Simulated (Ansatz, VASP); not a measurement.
# Cross-check of Ta (Tantalum) between VASP and Ansatz

One calculation is typed for both programs; each brings its own data sets and cutoff. How far apart do they land?

Method: plane waves, with VASP 6.6.1 beside it; relaxation of cell and atoms at PBEsol, spin-orbit coupling, in Ansatz 0.2.0.

## Step 1: Starting point

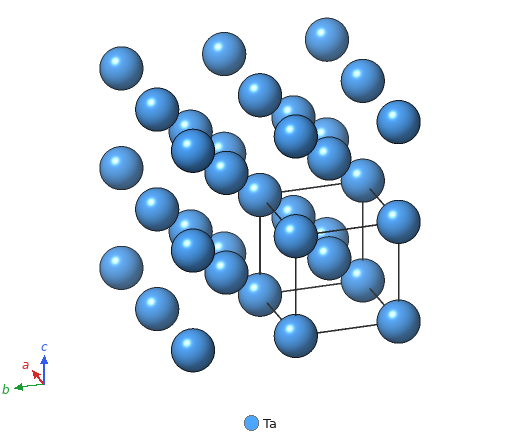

The cell as given, from a free direction (tantalum blue). 2×2×2 cells are drawn. This picture shows the conventional cell, with its axes. Some periodic images of atoms are drawn too.

## Step 2: Ansatz: relaxation of cell and atoms, PBEsol, spin-orbit coupling

Ansatz runs on its fully relativistic PAW (standard-fr) files.

The relaxed volume is the usual yardstick between codes: its relative difference is about their pressure difference at one cell divided by the bulk modulus.

input.yaml

```yaml
crystal:
  lattice:
    - [-1.6529, 1.6529, 1.6529]
    - [1.6529, -1.6529, 1.6529]
    - [1.6529, 1.6529, -1.6529]
  atoms:
    - { symbol: Ta, position: [0.0, 0.0, 0.0] }
hamiltonian:
  xc: pbesol
  pseudopotentials: { kind: paw_fr }
magnetization:
  noncollinear: true
  spin_orbit: true
kpoints:
  mp_grid: { grid: [10, 10, 10] }
scf:
  occupations: { method: methfessel_paxton, width: 0.1 }
relax:
  f_tol: 0.01
  max_steps: 60
  cell: { stress_tol: 0.05 }
output:
  forces: true
  stress: true
```

The run is started by

```sh
> ansatz run input.yaml --threads 4 --pin off --max-ram 9216MiB --backend cpu --events-out ev --progress --plain --runs-dir out
```

Numbers of over 12 decimals in the logs are rounded to 6 here.

What it wrote:

```text
Engine: ansatz 0.2.0, aarch64-unknown-linux-gnu
Pseudopotentials: kind: paw_fr
Pseudopotential: Ta, paw_fr, valence charge 13, recommended cutoff 420 eV (normal), Ta.paw.azcp#standard-fr
Functional definition: PBEsol
  exchange = pbesol_x
  correlation = pbesol_c
non-collinear run that drives no moment, with spin-orbit: no starting moment large enough to seed its density (crystal.atoms[].spin), no starting occupations that ask for one, no magnetisation constraint and no magnetic field, so the semilocal B_xc is pinned to zero
Crystal: 1 atoms, lattice volume = 18.063 Å³
Basis set: ecut = 420 eV, 369 PW (Γ), exchange–correlation on 40×40×40 points (8 copies of the dense FFT grid, shifted against one another)
Bands: 22, of which v1, the nominal top of the filled ones, is band 13 counted from 1 (12 counted from 0)
Symmetry: 48 space group operations + 48 with time reversal
Magnetic group: BNS 229.141 (UNI 1643), of the structure as read, at distance tolerance 2.6e-5 Å
k-points: 47 of 1000
Projection manifold: j_resolved (fully-relativistic pseudo-atomic orbitals)
Non-local potential: Ta, projectors of the file, l = 0: 3, l = 1: 4, l = 2: 4, l = 3: 2
PAW form: soft (Blöchl's): semilocal exchange-correlation on the pseudo side does not see the compensation charge
PAW frozen core: Ta, regenerated for the run's functional, and the local potential with it (the file was generated under x = pbe(κ = 0.804, μ = 0.219515), c = pbe(β = 0.066725))
PAW one-centre angular grid: Ta, 590 points (default); XC on 64 Gauss nodes
Initial density: superposition of atomic densities (chi_scale 0.1, normalization cell)
Initial wavefunctions: pseudopotential atomic-orbital guess
Functional: x = pbesol(κ = 0.804, μ = 0.123457), c = pbesol(β = 0.046)
SCF iter   1: F=—  HF=-9828.720776 eV  |F-HF|=—  |Δ(HF+E_count)|=         —  Δρ=4.29e-2  dr2=3.20e-1  dr2_m=0.00e0 (ungated)  ethr=3.10e-3  |M|=0.00e0 ∫|m|=0.00e0 μB  |m|>n=0.0e0 m-floor=0.0e0 τ_xc=0.0e0  β_m=0.30  ⟨swp⟩=6.1  Hψ=2655  notcnv=0  defer=2
preconditioner: auto → none  [insulator: Δε(μ)=0.237 eV  Ē_g=8.491 eV  σ=0.100 eV  W_gap=0.64  n_scr=0 (ndim 8)  ℏωp=19.5 eV  f_vac=0.000  D(μ)=0.81/eV (n_scr^D=12)  ε∞_Penn≈6.3]
SCF iter   2: F=—  HF=-9828.630266 eV  |F-HF|=—  |Δ(HF+E_count)|=   9.05e-2  S|Δr|=    0.00e0  Δρ=2.62e-2  dr2=9.86e-2  dr2_m=0.00e0 (ungated)  ethr=2.46e-3  |M|=0.00e0 ∫|m|=0.00e0 μB  |m|>n=0.0e0 m-floor=0.0e0 τ_xc=0.0e0  β_m=0.50  ⟨swp⟩=2.0  Hψ=849  notcnv=0  defer=126
SCF iter   3: F=—  HF=-9828.603883 eV  |F-HF|=—  |Δ(HF+E_count)|=   2.64e-2  S|Δr|=    0.00e0  Δρ=5.12e-3  dr2=1.69e-3  dr2_m=0.00e0 (ungated)  ethr=7.58e-4  |M|=0.00e0 ∫|m|=0.00e0 μB  |m|>n=0.0e0 m-floor=0.0e0 τ_xc=0.0e0  β_m=0.67  ⟨swp⟩=3.0  Hψ=851  notcnv=0  defer=136
SCF iter   4: F=—  HF=-9828.604683 eV  |F-HF|=—  |Δ(HF+E_count)|=   8.00e-4  S|Δr|=    0.00e0  Δρ=2.55e-4  dr2=3.83e-6  dr2_m=0.00e0 (ungated)  ethr=1.30e-5  |M|=0.00e0 ∫|m|=0.00e0 μB  |m|>n=0.0e0 m-floor=0.0e0 τ_xc=0.0e0  β_m=0.68  ⟨swp⟩=2.0  Hψ=643  notcnv=0  defer=136
SCF iter   5: F=—  HF=-9828.604687 eV  |F-HF|=—  |Δ(HF+E_count)|=   4.19e-6  S|Δr|=    0.00e0  Δρ=4.71e-5  dr2=6.80e-8  dr2_m=0.00e0 (ungated)  ethr=7.69e-10  |M|=0.00e0 ∫|m|=0.00e0 μB  |m|>n=0.0e0 m-floor=0.0e0 τ_xc=0.0e0  β_m=0.84  ⟨swp⟩=4.6  Hψ=1679  notcnv=0
SCF iter   6: F=-9828.604687 eV  HF=-9828.604687 eV  |F-HF|=1.67e-9  |Δ(HF+E_count)|=   9.45e-9  S|Δr|=    0.00e0  Δρ=6.99e-6  dr2=3.56e-9  dr2_m=0.00e0 (ungated)  ethr=5.23e-10  |M|=0.00e0 ∫|m|=0.00e0 μB  |m|>n=0.0e0 m-floor=0.0e0 τ_xc=0.0e0  ⟨swp⟩=2.0  Hψ=1649  notcnv=0
SCF 1 converged in 6 iterations: F = -9828.604687 eV  dr2 = 3.56e-9
  greatest PAW one-centre occupation: 1.000 electrons in one spin orbital (limit 2), on the Ta atom at site 0 (counted from 0), in its partial waves of l = 0
relax step   1: F+E_penalty+E_count = -9828.60468717 eV  Δ(F+E_penalty+E_count) = +0.000e0 eV  max|allowed force component| = 0.000e0 eV/Å  Δτ_max = 0.0000 Å  P = -2.807 GPa  Ω = 18.063 Å³  (6 SCF iters, dr2 threshold 1.00e-7 eV, accepted)
[...]
relax step   2: F+E_penalty+E_count = -9828.58571042 eV  Δ(F+E_penalty+E_count) = +1.898e-2 eV  max|allowed force component| = 0.000e0 eV/Å  Δτ_max = 0.0000 Å  P = +9.640 GPa  Ω = 17.080 Å³  energy of the carried Pulay correction = +3.201e-4 eV  (5 SCF iters, dr2 threshold 1.00e-7 eV, rejected (line search))
[...]
relax step   3: F+E_penalty+E_count = -9828.60691660 eV  Δ(F+E_penalty+E_count) = -2.229e-3 eV  max|allowed force component| = 0.000e0 eV/Å  Δτ_max = 0.0000 Å  P = -0.153 GPa  Ω = 17.832 Å³  energy of the carried Pulay correction = +7.379e-5 eV  (6 SCF iters, accepted)
[...]
relax step   4: F+E_penalty+E_count = -9828.60692706 eV  Δ(F+E_penalty+E_count) = -1.047e-5 eV  max|allowed force component| = 0.000e0 eV/Å  Δτ_max = 0.0000 Å  P = +0.002 GPa  Ω = 17.819 Å³  energy of the carried Pulay correction = +7.803e-5 eV  (2 SCF iters, dr2 threshold 5.89e-8 eV, accepted)
[...]
relax step   5: F+E_penalty+E_count = -9828.60684125 eV  Δ(F+E_penalty+E_count) = +8.581e-5 eV  max|allowed force component| = 0.000e0 eV/Å  Δτ_max = 0.0000 Å  P = -0.003 GPa  Ω = 17.819 Å³  stress off target by 3.04e-3 GPa  SCF on the basis re-selected at this cell (its energy is not comparable with the rows above)  (4 SCF iters)
basis re-selected at this cell: Δ(F+E_penalty+E_count) = +8.581e-5 eV, ΔP = -0.005 GPa vs the last step (what re-selecting the basis moved, of the pressure what is left beyond the Pulay correction that the steps carried, after the strain that the cell walked since its last selection, with what the two solves' SCF thresholds leave and, on support functions, any second-order correction that the steps lacked; it is no measure of the basis error at this ecutwfc). This SCF's stress stands 3.04e-3 GPa from its target on what of the cell is left free (relax.cell.stress_tol is 5.00e-2 GPa) and its largest allowed force component is 0.00e0 eV/Å (relax.f_tol is 1.00e-2 eV/Å): [rest of the remark cut]
SCF converged after 4 iterations
Stability not checked: this state was not tested for a lower state beside it, because cold or Methfessel-Paxton smearing, or corrected tetrahedra, fill the levels in a way that the test cannot read (fill_not_monotonic; see scf.lower_state_search)
Magnetization: |M| = 0.0000 μB,  M = (+0.0000, +0.0000, +0.0000) μB
Absolute magnetization: 0.0000 μB (∫|m|)
  site 0: m = (+0.0000, +0.0000, +0.0000) μB, |m| = 0.0000 μB  (R = 1.18 Å)
Free energy (F): -9828.606841 eV
Harris-Foulkes:  -9828.606841 eV  (|F-HF|=7.28e-12)
Internal energy: -9828.607199 eV  (E = F + TS)
E sigma→0 (E₀):  -9828.606931 eV
Entropy (-TS):   0.000358 eV (0.358 meV/atom)
Fermi energy:    18.700726 eV
--- Per-component energies (eV) ---
  E_band       = -105.180715
  E_kinetic    = 366.141878
  E_local      = -543.463992  (includes V_loc(G=0)·N_el)
  E_nonlocal   = 14.169277
  E_hartree    = 188.201061
  E_xc         = -216.695301
  E_vxc        = -203.627098  (∫ρ·V_xc dr)
  E_paw        = -8291.577970  (= ΣΔE_a)
  E_vpaw       = -114.803053  (= ΣTr[D̂ρ^β])
  E_aug_tail   = 0.000142  (compensation charges beyond the density's cutoff)
  E_ewald      = -1345.600659
  E_core_change = 0.218366  (= ΣΔE_core)
  E_smearing   = 0.000358  (= −TS)
  E_closure    = -0.000000  (closes the sum)
  Σ components = -9828.606841   (vs F -9828.606841, Δ=0.00e0)
--- Forces (eV/Å), atoms counted from 1 ---
  atom   1  Ta    -0.00000000    -0.00000000    -0.00000000
  max |Σ_I F_I| component: 1.95e-31 eV/Å
--- Stress (GPa, compression-positive) ---
       -0.003039      -0.000000       0.000000
       -0.000000      -0.003039       0.000000
        0.000000       0.000000      -0.003039
  P = ⅓ Tr σ = -0.0030 GPa (-0.030 kbar)
--- Relaxed structure (4 steps of the walk, 3 accepted, 1 SCFs on fresh bases) ---
  F+E_penalty+E_count = -9828.60684125 eV   max|allowed force component| = 0.000e0 eV/Å   (the final SCF, on the basis selected at the relaxed cell)
  cell:  # Å, volume = 17.8187 Å³
    - [-1.645403, 1.645403, 1.645403]
    - [1.645403, -1.645403, 1.645403]
    - [1.645403, 1.645403, -1.645403]
  atoms:
    - { symbol: Ta, position: [0.0, 0.0, 0.0] }
```

Elapsed: 3 s, on 4 threads of Arm Neoverse V1, shared host; peak memory 0.36 GiB.

## Step 3: VASP: relaxation of cell and atoms, PBEsol, spin-orbit coupling

The same cell, functional, mesh and smearing now go to VASP, with its own data sets and cutoff.

Lines of VASP's logs that name or quote its potential files are left out, and so is its time.

INCAR

```
SYSTEM = Ta
PREC = Accurate
ENCUT = 450
EDIFF = 1E-06
NELM = 100
ISMEAR = 1
SIGMA = 0.1
LREAL = .FALSE.
ALGO = Normal
GGA = PS
LNONCOLLINEAR = .TRUE.
MAGMOM = 0 0 0
NBANDS = 22
GGA_COMPAT = .FALSE.
LASPH = .TRUE.
LSORBIT = .TRUE.
LMAXMIX = 4
LORBIT = 11
LWAVE = .FALSE.
LCHARG = .FALSE.
KPAR = 2
IBRION = 2
NSW = 50
ISIF = 3
EDIFFG = -0.01
```

POSCAR

```
Ta
1.0
   -1.6529000000      1.6529000000      1.6529000000
    1.6529000000     -1.6529000000      1.6529000000
    1.6529000000      1.6529000000     -1.6529000000
Ta
1
Direct
    0.0000000000      0.0000000000      0.0000000000
```

KPOINTS

```
Automatic mesh
0
Gamma
10 10 10
0 0 0
```

PAW data sets: Ta_pv (PBE family, release 64).

The run is started by

```sh
> mpirun -np 2 vasp_ncl
```

What it wrote:

```text
[banner, memory and clock lines left out]
running    2 mpi-ranks, on    1 nodes
 distrk:  each k-point on    1 cores,    2 groups
 distr:  one band on    1 cores,    1 groups

 POSCAR found type information on POSCAR Ta
 POSCAR found :  1 types and       1 ions
|                                                                             |
|               ----> ADVICE to this user running VASP <----                  |
|                                                                             |
|     You enforced a specific xc type in the INCAR file but a different       |
|     [... a line on the potential file left out ...]
|     I HOPE YOU KNOW WHAT YOU ARE DOING!                                     |
|                                                                             |

 LDA part: xc-table for (Slater+PW92), standard interpolation
 POSCAR, INCAR and KPOINTS ok, starting setup
 FFT: planning ... GRIDC
 FFT: planning ... GRID_SOFT
 FFT: planning ... GRID
 WAVECAR not read
 entering main loop
       N       E                     dE             d eps       ncg     rms          rms(c)
DAV:   1     0.855117312945E+02    0.85512E+02   -0.54864E+03  2068   0.929E+02
DAV:   2    -0.113278163805E+02   -0.96840E+02   -0.93975E+02  2434   0.305E+02
DAV:   3    -0.137869783006E+02   -0.24592E+01   -0.24313E+01  2522   0.465E+01
DAV:   4    -0.137995335038E+02   -0.12555E-01   -0.12553E-01  2342   0.352E+00
DAV:   5    -0.137996215851E+02   -0.88081E-04   -0.88079E-04  2446   0.278E-01    0.137E+01
DAV:   6    -0.133836522345E+02    0.41597E+00   -0.33664E-01  2386   0.665E+00    0.658E+00
DAV:   7    -0.132558853233E+02    0.12777E+00   -0.31124E-01  2362   0.576E+00    0.116E+00
DAV:   8    -0.132553194434E+02    0.56588E-03   -0.64669E-03  2424   0.548E-01    0.277E-01
DAV:   9    -0.132542240651E+02    0.10954E-02   -0.17400E-03  2440   0.512E-01    0.853E-02
DAV:  10    -0.132541902201E+02    0.33845E-04   -0.97805E-05  2308   0.113E-01    0.218E-02
DAV:  11    -0.132541882487E+02    0.19714E-05   -0.51542E-06  2520   0.262E-02    0.745E-03
DAV:  12    -0.132541882795E+02   -0.30863E-07   -0.58212E-08  1364   0.265E-03
   1 F= -.13254188E+02 E0= -.13254214E+02  d E =-.132542E+02  mag=    -0.0000     0.0000    -0.0000
 curvature:   0.00 expect dE= 0.000E+00 dE for cont linesearch  0.000E+00
 trial: gam= 0.00000 g(F)=  0.232E-62 g(S)=  0.146E-01 ort = 0.000E+00 (trialstep = 0.100E+01)
 search vector abs. value=  0.146E-01
 bond charge predicted
       N       E                     dE             d eps       ncg     rms          rms(c)
DAV:   1    -0.133759176260E+02   -0.12173E+00   -0.37008E+00  2164   0.250E+01    0.331E+00
DAV:   2    -0.132685731474E+02    0.10734E+00   -0.13239E-01  2188   0.420E+00    0.118E+00
DAV:   3    -0.132432518072E+02    0.25321E-01   -0.66788E-02  2320   0.298E+00    0.457E-01
DAV:   4    -0.132437636491E+02   -0.51184E-03   -0.19147E-03  2436   0.371E-01    0.162E-01
DAV:   5    -0.132437407492E+02    0.22900E-04   -0.90482E-05  2392   0.112E-01    0.459E-02
DAV:   6    -0.132437360965E+02    0.46527E-05   -0.50838E-05  2386   0.787E-02    0.264E-02
DAV:   7    -0.132437377232E+02   -0.16266E-05   -0.56175E-06  2316   0.262E-02    0.760E-04
DAV:   8    -0.132437376362E+02    0.86989E-07   -0.39489E-08  1262   0.231E-03
   2 F= -.13243738E+02 E0= -.13243774E+02  d E =0.104506E-01  mag=     0.0000    -0.0000     0.0000
 trial-energy change:    0.010451  1 .order    0.010899   -0.014611    0.036408
 step:   0.2974(harm=  0.2864)  dis= 0.00000  next Energy=   -13.256373 (dE=-0.218E-02)
 bond charge predicted
       N       E                     dE             d eps       ncg     rms          rms(c)
DAV:   1    -0.133228748394E+02   -0.79137E-01   -0.19211E+00  2164   0.183E+01    0.230E+00
DAV:   2    -0.132682271932E+02    0.54648E-01   -0.66745E-02  2224   0.294E+00    0.815E-01
DAV:   3    -0.132562466860E+02    0.11981E-01   -0.33443E-02  2260   0.203E+00    0.295E-01
DAV:   4    -0.132564448015E+02   -0.19812E-03   -0.52853E-04  2446   0.229E-01    0.125E-01
DAV:   5    -0.132564339058E+02    0.10896E-04   -0.44119E-05  2396   0.781E-02    0.392E-02
DAV:   6    -0.132564272682E+02    0.66376E-05   -0.22785E-05  2350   0.495E-02    0.170E-02
DAV:   7    -0.132564258101E+02    0.14581E-05   -0.90460E-07  2158   0.981E-03    0.176E-03
DAV:   8    -0.132564258282E+02   -0.18131E-07   -0.19879E-08  1202   0.138E-03
   3 F= -.13256426E+02 E0= -.13256438E+02  d E =-.223755E-02  mag=     0.0000    -0.0000     0.0000
 curvature:  -0.14 expect dE=-0.188E-06 dE for cont linesearch -0.188E-06
 trial: gam=-0.00939 g(F)=  0.276E-62 g(S)=  0.131E-05 ort = 0.139E-03 (trialstep = 0.859E+00)
 search vector abs. value=  0.218E-09
 reached required accuracy - stopping structural energy minimisation
```

Parts of OUTCAR (step 3):

```text
ion  position               nearest neighbor table
   1  0.000  0.000  0.000-

  LATTYP: Found a body centered cubic cell.
 ALAT       =     3.3058000000

 Subroutine GETGRP returns: Found 48 space group operations
 (whereof 48 operations were pure point group operations)

The static configuration has the point symmetry O_h .

 Found     47 irreducible k-points:

   k-points           NKPTS =     47   k-points in BZ     NKDIM =     47   number of bands    NBANDS=     22

   dimension x,y,z NGX =    20 NGY =   20 NGZ =   20
   dimension x,y,z NGXF=    40 NGYF=   40 NGZF=   40

   ENCUT  =  450.0 eV  33.07 Ry    5.75 a.u.   4.95  4.95  4.95*2*pi/ulx,y,z

   NELECT =      11.0000    total number of electrons

 k-points in reciprocal lattice and weights: Automatic mesh
   0.00000000  0.00000000  0.00000000       0.001
   0.10000000  0.00000000  0.00000000       0.012
   0.20000000  0.00000000  0.00000000       0.012
   0.30000000  0.00000000  0.00000000       0.012
   0.40000000  0.00000000  0.00000000       0.012
   0.50000000  0.00000000  0.00000000       0.006
   0.10000000  0.10000000  0.00000000       0.024
   0.20000000  0.10000000  0.00000000       0.048
   0.30000000  0.10000000  0.00000000       0.048
[...]
0.50000000  0.50000000  0.40000000       0.012
   0.50000000  0.50000000  0.50000000       0.001

 average (electrostatic) potential at core
       1 -36.1849

 E-fermi :   5.4255

 k-point     1 :       0.0000    0.0000    0.0000
  band No.  band energies     occupation
    ...
      4     -25.0348      1.00000
      5     -25.0348      1.00000
      6     -25.0348      1.00000
      7      -2.5603      1.00000
      8      -2.5603      1.00000
      9       5.9419     -0.00000
     10       5.9419     -0.00000
     11       5.9419     -0.00000
     12       5.9419     -0.00000
     13       6.3598     -0.00000
    ...

 k-point     2 :       0.1000    0.0000    0.0000
  band No.  band energies     occupation
    ...
      4     -25.1525      1.00000
      5     -25.0575      1.00000
      6     -25.0575      1.00000
      7      -2.1084      1.00000
      8      -2.1084      1.00000
      9       5.7424     -0.00004
     10       5.7424     -0.00004
     11       5.9532     -0.00000
     12       5.9532     -0.00000
     13       6.6071     -0.00000
    ...

 k-point     3 :       0.2000    0.0000    0.0000
  band No.  band energies     occupation
    ...
      6     -25.1154      1.00000
      7      -0.9248      1.00000
      8      -0.9248      1.00000
      9       5.1328      1.00014
     10       5.1328      1.00014
     11       5.5084      0.00289
     12       5.5084      0.00289
     13       7.8336      0.00000
     14       7.8336      0.00000
     15       8.7187      0.00000
    ...

  Total       -0.0030126     -0.0030126     -0.0030126     -0.0000000      0.0000000     -0.0000000
  in kB       -0.2708994     -0.2708994     -0.2708994     -0.0000000      0.0000000     -0.0000000
  external PRESSURE =      -0.2708994 kB  Pullay stress =       0.0000000 kB

  energy-cutoff  :      450.00
  volume of cell :       17.82
      direct lattice vectors                 reciprocal lattice vectors
    -1.645365308  1.645365308  1.645365308     0.000000000  0.303883884  0.303883884
     1.645365308 -1.645365308  1.645365308     0.303883884  0.000000000  0.303883884
     1.645365308  1.645365308 -1.645365308     0.303883884  0.303883884  0.000000000

 POSITION                                       TOTAL-FORCE (eV/Angst)
 -----------------------------------------------------------------------------------
      0.00000     -0.00000      0.00000         0.000000     -0.000000      0.000000
 -----------------------------------------------------------------------------------
    total drift:                                0.000000      0.000000      0.000000

  FREE ENERGIE OF THE ION-ELECTRON SYSTEM (eV)
  ---------------------------------------------------
  free  energy   TOTEN  =       -13.2564258282 eV

  energy  without entropy=      -13.2564626068  energy(sigma->0) =      -13.25643809

 reached required accuracy - stopping structural energy minimisation

 Spin-Orbit-Coupling matrix elements
 Ion:    1  E_soc:     -1.4096881

 total charge
# of ion       s       p       d       tot
------------------------------------------
    1        0.373   6.181   2.401   8.956

 magnetization (x)
# of ion       s       p       d       tot
------------------------------------------
    1       -0.000  -0.000   0.000  -0.000

 magnetization (y)
# of ion       s       p       d       tot
------------------------------------------
    1       -0.000  -0.000   0.000  -0.000

 magnetization (z)
# of ion       s       p       d       tot
------------------------------------------
    1        0.000  -0.000   0.000   0.000

[... 3 further parts left out ...]
```

CONTCAR:

```
Ta
   1.00000000000000
    -1.6453653075715933    1.6453653075715933    1.6453653075715933
     1.6453653075715933   -1.6453653075715933    1.6453653075715933
     1.6453653075715933    1.6453653075715933   -1.6453653075715933
  Ta
     1
Direct
     0.0000000000000000    0.0000000000000000    0.0000000000000000
```

## Step 4: Comparison

Known differences besides the PAW data sets themselves: spin-orbit coupling enters by fully relativistic files in Ansatz and inside the spheres in VASP; both relaxations stop at a tolerance, which leaves soft axes loose, and VASP keeps its plane-wave basis; the data sets hold 13 valence electrons in Ansatz (fully relativistic PAW (standard-fr) files) and 11 in VASP; the cutoff is 420 eV in Ansatz and 450 eV in VASP; Ansatz makes its cores anew for this functional, VASP keeps those of its PBE data sets; Ansatz adds a Pulay correction to the stress that steers its cell, VASP none. Total energies have different zeros and are not compared.

Both answers:

| quantity | Ansatz | VASP | difference |
| --- | --- | --- | --- |
| volume (Å³) | 17.82 | 17.82 | +0.01 % |
| edge a after relaxation, in the typed setting (Å) | 2.850 | 2.850 | +0.00 % |

The walks stopped with 0.00 GPa left in Ansatz and -0.03 GPa in VASP; each walk ends within a tolerance, so the volume difference is uncertain by about these residues over the bulk modulus, most in soft cells.

## Step 5: What came out

| Property | Result |
| --- | --- |
| difference in volume (relaxation of cell and atoms, PBEsol, spin-orbit coupling) | 0.0068 % |

The difference in volume is 0.0068 % (relaxation of cell and atoms, PBEsol, spin-orbit coupling), within the 1.2 % picked in this series as the mark of a large difference, as far as the stopping tolerances let one tell. Differences of this kind measure data sets and numerical settings, not the functional's error against experiment.

[Lines on the potential files, build, host, timing and source positions are cut from VASP's logs without a mark.]

[Logs are printed without paths, hosts, clocks, repeated set-up lines and the standing remarks that a program may print on its own settings, such as how far it seeks lower states.]

[Hosts, paths, dates, database ids (printed as entryN), source tags and the programs' standing remarks are cut or masked in the printed files.]
